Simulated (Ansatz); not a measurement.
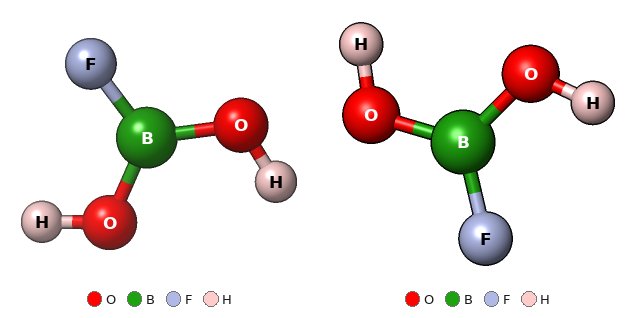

The same structure drawn twice, from different directions.

Computed geometry: PBE0-D4/def2-TZVP optimisation.

Which formula does it have?

BFH2O2, 6 atoms: 1 boron, 1 fluorine, 2 hydrogen and 2 oxygen.

How many atoms are distinct by symmetry?

6: 1 O, 1 B, 1 O, 1 F, 1 H, 1 H.

The parts below concern this one geometry. Atoms keep their numbers from picture to picture.

**Geometry**

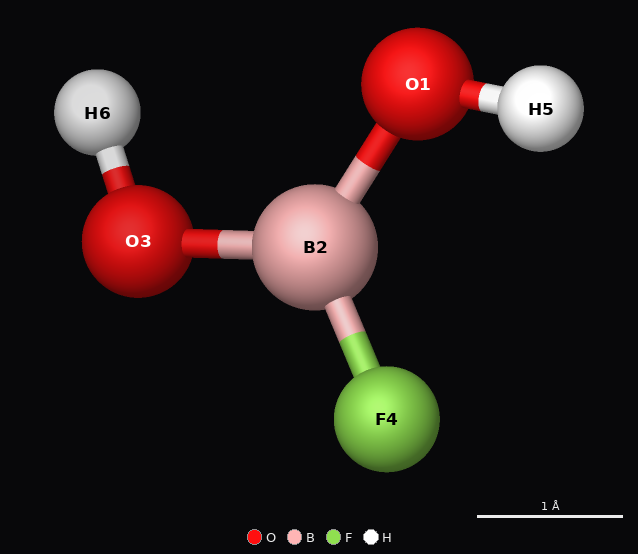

The atoms are numbered.

Give these bond angles: B2–O1–H5, O1–B2–O3, O1–B2–F4, O3–B2–F4, B2–O3–H6.

```tsv
angle	degrees
B2–O1–H5	113.1
O1–B2–O3	121.6
O1–B2–F4	120.5
O3–B2–F4	117.9
B2–O3–H6	112.5
```

**Levels of theory compared**

Program: Ansatz 0.2.0.

Compare dipole (D) at these levels: B3LYP-D4/def2-TZVPP; PBE-D4/def2-TZVPP; PBE0-D4/def2-TZVP; r2SCAN-D4/def2-TZVPP; ωB97M-V/def2-TZVPP.

| level | dipole (D) |
| --- | --- |
| B3LYP-D4/def2-TZVPP | 1.88 |
| PBE-D4/def2-TZVPP | 1.83 |
| PBE0-D4/def2-TZVP | 1.91 |
| r2SCAN-D4/def2-TZVPP | 1.87 |
| ωB97M-V/def2-TZVPP | 1.88 |

**Charges**

The questions are on Mulliken charges. Properties computed with RKS PBE-D4/def2-TZVPP (Ansatz 0.2.0).

List the Mulliken charges.

| atom | value (e) |
| --- | --- |
| O1 | −0.29 |
| B2 | 0.37 |
| O3 | −0.26 |
| F4 | −0.24 |
| H5 | 0.21 |
| H6 | 0.21 |

**Vibrations**

Harmonic vibrations computed with RKS PBE0-D4/def2-TZVP (Ansatz 0.2.0) at a stationary point of the same level.

How many vibrational modes are there, and where do they lie?

12 modes: 427, 462, 485, 554, 683, 888, 1009, 1015, 1453, 1502, 3902, 3906 cm⁻¹.

**Thermal motion**

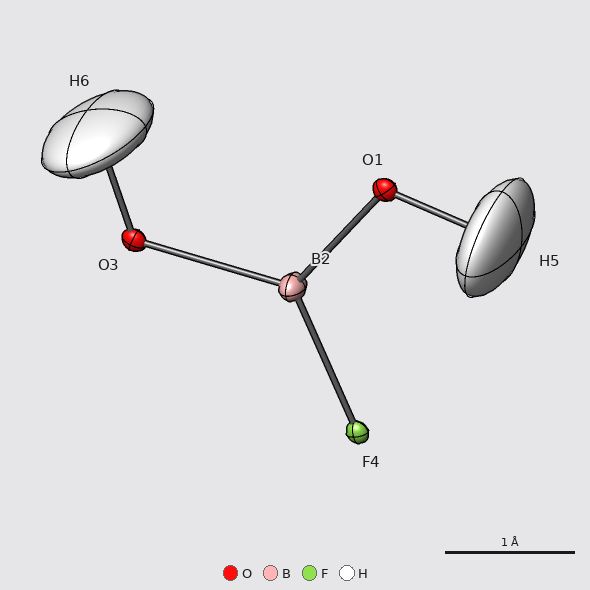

Displacement ellipsoids at the 50 % level, enlarged 2 times, from the internal vibrations of the free molecule (harmonic, no overall translation or rotation; no half-axis is drawn under 0.075 Å). Vibrations computed with RKS PBE0-D4/def2-TZVP (Ansatz 0.2.0). Temperature: 298 K.

Give the displacement parameters, one line for each set of equivalent atoms.

```
atom  U_eq (Å²)   rms amplitudes (Å)
  O1    0.00081  0.017, 0.032, 0.034
  B2     0.0015  0.034, 0.035, 0.046
  O3    0.00080  0.017, 0.032, 0.033
  F4    0.00066  0.010, 0.030, 0.031
  H5     0.0204  0.071, 0.143, 0.189
  H6     0.0197  0.070, 0.143, 0.184
```

Mulliken values depend strongly on the basis set and can even reverse the polarity of a bond.
